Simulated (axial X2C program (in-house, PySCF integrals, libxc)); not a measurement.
# A two-component session on BrSi: EOM-IP-CCSD levels

Aim: EOM-IP-CCSD levels of BrSi, with spin–orbit coupling in the Hamiltonian from the start.

Method: two-component X2C with atomic mean-field terms, Br dyall-acv3z, Si dyall-av3z; program: an in-house X2C program for linear molecules on PySCF integrals.

All values are calculated.

## 1. Input

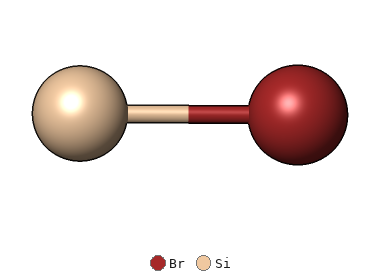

The two atoms at 2.300 Å (bromine red, silicon light orange).

File task.json:

```json
{
 "zs": [
  35,
  14
 ],
 "q": 0,
 "bas": [
  "dyall-acv3z",
  "dyall-av3z"
 ],
 "r0": 2.3,
 "eom": "ip",
 "rq": -1,
 "thr": -2.0,
 "nmax": 95,
 "grid": [
  1,
  0.96,
  1.045,
  0.92,
  1.09,
  1.15
 ]
}
```

Keys: zs atomic numbers; q charge; bas basis sets; r0 starting distance in Å; eom kind of EOM run; thr threshold in hartree for freezing inner shells (an s shell follows its p shell); nmax most natural virtual spinors; grid distances as factors.

The run is started by

```bash
> python soeom.py task.json out
```

Nuclei are Gaussian, cores are contracted, and the Gaunt term is on.

## 2. EOM-IP-CCSD at 2.428 Å

Reference: the closed shell BrSi⁻; 12 electrons correlated, 94 virtual spinors; roots sought by Ω: 1/2: 4, 3/2: 3, 5/2: 1.

Output:

```text
two-component X2C + atomic mean field  HF
basis functions 180  fitting functions 975  grid points 5081
iter        total energy     max residual
   1      -2893.099688096     2.03e-01
   2      -2893.120386934     5.10e-03
   3      -2893.121131188     2.60e-03
   4      -2893.121256977     8.14e-04
   5      -2893.121291136     3.50e-04
   6      -2893.121298798     1.11e-04
   7      -2893.121299825     4.61e-05
   8      -2893.121300032     1.66e-05
   9      -2893.121300055     5.74e-06
  10      -2893.121300059     4.02e-06
  11      -2893.121300060     2.10e-06
  12      -2893.121300061     8.05e-07
converged
one-electron -4246.56016534  Coulomb 1359.35069215  exact exchange -111.67633524  xc functional 0.00000000  nuclear repulsion 106.79441242  atomic mean-field constant -1.02990406
correlated 12  virtual 246  natural virtual 94  E(MP2) -0.270714053  MP2 remainder -0.011866271
iter   CCSD correlation   residual
   1     -0.280491246   1.55e-01
   2     -0.290942333   8.39e-02
   3     -0.293157792   5.51e-02
   4     -0.294467734   4.00e-02
   5     -0.295365884   2.11e-02
   6     -0.295573332   8.40e-03
   7     -0.295644303   2.43e-03
   8     -0.295661152   6.57e-04
   9     -0.295655809   2.33e-04
  10     -0.295656930   9.31e-05
  11     -0.295656110   3.53e-05
  12     -0.295656334   1.68e-05
  13     -0.295656290   9.66e-06
  14     -0.295656259   5.71e-06
  15     -0.295656223   3.52e-06
  16     -0.295656174   1.94e-06
  17     -0.295656153   1.01e-06
  18     -0.295656142   6.46e-07
(T) -0.016401426  T1 0.0190  D1 0.0330  max T2 0.310
EOM-IP-CCSD roots
2*Omega      energy/Eh   energy/eV  one-particle weight
    1       0.04771760      1.2985      0.939
    1       0.18028901      4.9059      0.866
    1       0.21419364      5.8285      0.900
    1       0.22426149      6.1025      0.027
    3       0.10631645      2.8930      0.004
    3       0.19811062      5.3909      0.901
    3       0.22625482      6.1567      0.000
    5       0.27217064      7.4061      0.000
```

T1 in the output is the amplitude norm over the root of the electron number; divide by √2 for the Lee–Taylor value.

| Ω | vertical IE (eV) | above lowest (cm⁻¹) | spinor | weight |
| --- | --- | --- | --- | --- |
| 1/2 | 1.298 | 0 | 81% Si pπ, 7% Br dπ | 0.94 |
| 1/2 | 4.906 | 29100 | 39% Br pσ, 28% Si sσ, 23% Si pσ | 0.87 |
| 3/2 | 5.391 | 33010 | 87% Br pπ | 0.90 |
| 1/2 | 5.829 | 36540 | 83% Br pπ, 6% Si pπ | 0.90 |

Run time: 8 s. Hardware: 1 thread of Arm Neoverse V2, shared host; peak memory 0.77 GiB.

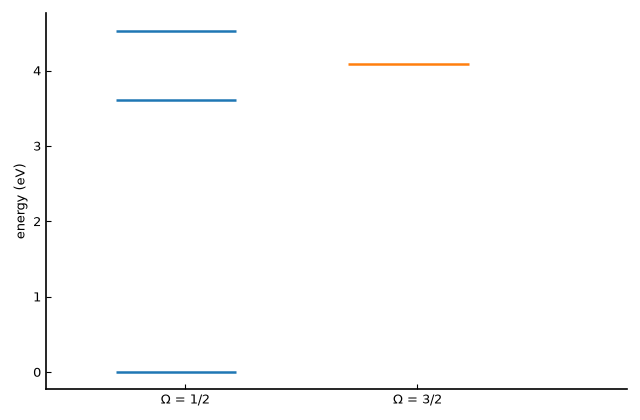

The roots by Ω, from the lowest.

## 3. EOM-IP-CCSD at 2.331 Å

| Ω | vertical IE (eV) | above lowest (cm⁻¹) | spinor | weight |
| --- | --- | --- | --- | --- |
| 1/2 | 1.113 | 0 | 78% Si pπ, 9% Br dπ | 0.94 |
| 1/2 | 4.832 | 30000 | 32% Br pσ, 32% Si sσ, 25% Si pσ | 0.85 |
| 3/2 | 5.610 | 36270 | 85% Br pπ | 0.90 |
| 1/2 | 6.049 | 39810 | 83% Br pπ, 7% Si pπ | 0.89 |

Wall time 7.1 s (1 thread of Arm Neoverse V2, shared host); peak memory 0.77 GiB.

## 4. EOM-IP-CCSD at 2.537 Å

| Ω | vertical IE (eV) | above lowest (cm⁻¹) | spinor | weight |
| --- | --- | --- | --- | --- |
| 1/2 | 1.506 | 0 | 84% Si pπ, 6% Br dπ | 0.94 |
| 1/2 | 4.934 | 27650 | 46% Br pσ, 21% Si sσ, 20% Si pσ | 0.88 |
| 3/2 | 5.171 | 29560 | 88% Br pπ | 0.90 |
| 1/2 | 5.613 | 33130 | 82% Br pπ | 0.90 |

Run time: 8.2 s. Hardware: 1 thread of Arm Neoverse V2, shared host; peak memory 0.81 GiB.

## 5. EOM-IP-CCSD at 2.234 Å

| Ω | vertical IE (eV) | above lowest (cm⁻¹) | spinor | weight |
| --- | --- | --- | --- | --- |
| 1/2 | 0.927 | 0 | 76% Si pπ, 10% Br dπ, 6% Br pπ | 0.94 |
| 1/2 | 4.722 | 30610 | 36% Si sσ, 27% Br pσ, 26% Si pσ | 0.84 |
| 3/2 | 5.855 | 39740 | 83% Br pπ, 6% Si dπ | 0.86 |
| 1/2 | 6.294 | 43290 | 82% Br pπ, 8% Si pπ | 0.85 |

Wall time 6.9 s (1 thread of Arm Neoverse V2, shared host); peak memory 0.81 GiB.

## 6. EOM-IP-CCSD at 2.647 Å

| Ω | vertical IE (eV) | above lowest (cm⁻¹) | spinor | weight |
| --- | --- | --- | --- | --- |
| 1/2 | 1.710 | 0 | 86% Si pπ | 0.94 |
| 1/2 | 4.900 | 25730 | 50% Br pσ, 17% Si pσ, 15% Si sσ | 0.89 |
| 3/2 | 4.975 | 26330 | 90% Br pπ | 0.89 |
| 1/2 | 5.429 | 29990 | 78% Br pπ, 7% Br pσ | 0.90 |

Wall time 8.3 s (1 thread of Arm Neoverse V2, shared host); peak memory 0.81 GiB.

## 7. EOM-IP-CCSD at 2.792 Å

| Ω | vertical IE (eV) | above lowest (cm⁻¹) | spinor | weight |
| --- | --- | --- | --- | --- |
| 1/2 | 1.979 | 0 | 89% Si pπ | 0.93 |
| 3/2 | 4.747 | 22330 | 92% Br pπ | 0.88 |
| 1/2 | 4.780 | 22600 | 51% Br pσ, 22% Br pπ, 13% Si pσ | 0.90 |
| 1/2 | 5.221 | 26150 | 70% Br pπ, 16% Br pσ | 0.90 |

Wall time 8.2 s (1 thread of Arm Neoverse V2, shared host); peak memory 0.81 GiB.

## 8. Curves of the states

Energies in eV from the lowest point of the lowest state; states are followed by energy order within each Ω.

| R (Å) | (1)Ω=1/2 | (2)Ω=1/2 | (3)Ω=1/2 |
| --- | --- | --- | --- |
| 2.234 | 0.0000 | 3.7951 | 5.3667 |
| 2.331 | 0.0518 | 3.7708 | 4.9873 |
| 2.428 | 0.1924 | 3.7999 | 4.7225 |
| 2.537 | 0.4189 | 3.8472 | 4.5261 |
| 2.647 | 0.6885 | 3.8784 | 4.4073 |
| 2.792 | 1.0824 | 3.8841 | 4.3245 |

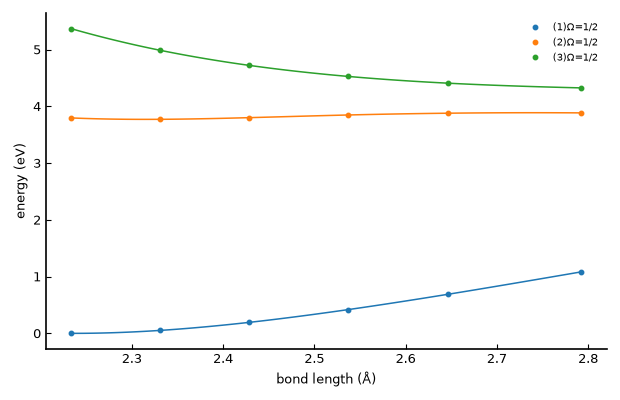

The states along the bond.

## 9. Results

| quantity | value |
| --- | --- |
| lowest root at 2.428 Å | Ω = 1/2, 1.298 eV |
| next root led by one particle | Ω = 1/2, about 29100 cm⁻¹ higher |
| T1 of the reference | 0.013 |

**Reading.** Removing an electron from the reference determinant of BrSi⁻ costs 1.30 eV and empties a spinor of 81% Si pπ, 7% Br dπ. The closed-shell reference lies 0.71 eV above the lowest determinant found, so these energies count from an excited configuration. Errors of 0.1 to 0.3 eV are usual at this size, and roots led by higher excitations are left out, so the list is incomplete, and low states of that kind can be missing. T1 or the largest double amplitude of the reference is raised, which lowers the reliability.
